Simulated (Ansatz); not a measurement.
Input

```
crystal:
  periodic: [false, false, false]
  atoms:
    - {symbol: C, position_ang: [-1.083925, -0.716480, -0.898880]}
    - {symbol: Si, position_ang: [-0.301793, 0.633834, -0.330380]}
    - {symbol: S, position_ang: [1.199866, 0.595505, 1.157963]}
    - {symbol: H, position_ang: [-1.537439, -1.636518, -1.210310]}
    - {symbol: H, position_ang: [-0.577630, 2.002481, -0.808693]}
    - {symbol: H, position_ang: [1.354279, 1.930348, 1.127627]}
basis:
  gaussian: {orbitals: def2-TZVPP}
magnetization: {spin_polarized: true, initial_magnetization: 1}
hamiltonian: {xc: pbe0, dispersion: d4}
output: {orbitals: {seedname: orbitals}}
```

Launched as:

```sh
ansatz run in.yaml --threads 2 --pin off --events-out ev --progress --plain --max-ram 4352MiB
```

Geometry: PBE0-D4/def2-TZVP.

Method: Ansatz 0.2.0, UKS PBE0-D4/def2-TZVPP.

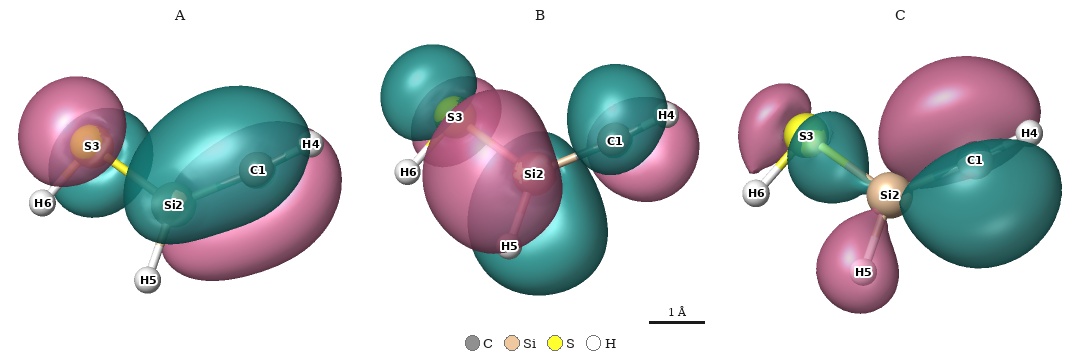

CH₃SSi (doublet). Three frontier orbitals at ±0.08 Å⁻³ᐟ² (teal and pink are the two phases), in no order.

### Which picture is the HOMO−1, the HOMO and the LUMO? All are α orbitals.

C is the HOMO−1 (α) (−7.16 eV). By Hirshfeld shares it lies mainly on C1 (about 65 %), Si2 (about 15 %) and S3 (about 5 %); it is symmetric in the molecular plane (an in-plane orbital: σ, lone-pair or in-plane π type). A is the HOMO (α) (−6.65 eV). It lies mainly on C1 (about 55 %), Si2 (about 25 %) and S3 (about 15 %); it changes sign across the molecular plane (π type); π-bonding across C1–Si2; π-antibonding (a node) across Si2–S3. B is the LUMO (α) (−0.90 eV). It lies mainly on Si2 (about 55 %), C1 (about 20 %), S3 (about 15 %) and H5 (about 5 %); it changes sign across the molecular plane (π type); π-antibonding (a node) across C1–Si2.

### What is the gap between the highest occupied and lowest empty α orbitals?

5.75 eV between the orbital energies.
